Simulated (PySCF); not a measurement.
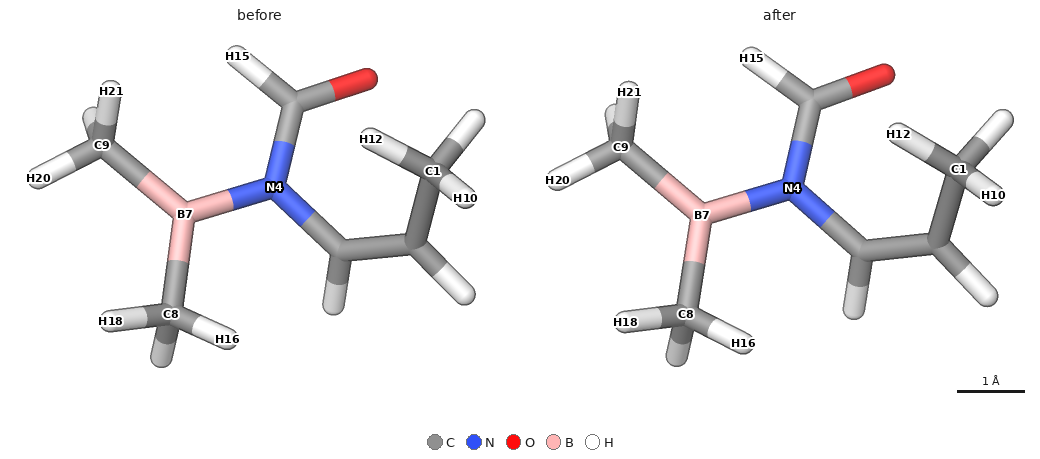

The structure of C$_{6}$H$_{12}$BNO before (left) and after (right) a relaxation, at one scale.

Style: stick. Shown at a tilt.

The start comes from GFN2-xTB. Its atoms were then displaced at random by about 0.01 Å.

These are results of PBE0-D3(BJ)/def2-SVP geometry optimisation, gas phase in PySCF 2.14.0, density-fitted response routines, not measurements. 

Describe what moved and what it gained.

Answer. The energy falls by 23.0 kJ/mol in 7 geometry steps. The largest move after the best rigid fit is that of an H atom, 0.14 Å. By element the largest moves are H 0.14 Å, O 0.12 Å, C 0.10 Å, N 0.06 Å, B 0.05 Å. Some distances before and after: C–N 1.350 → 1.394 Å, C–H 1.062 → 1.104 Å, C–N 1.398 → 1.427 Å, B–C 1.607 → 1.582 Å. Among the angles between lasting bonds that change: H–C–H 110.7° → 107.9°, C–C–H 109.4° → 111.8°, C–C–N 122.5° → 124.6°.
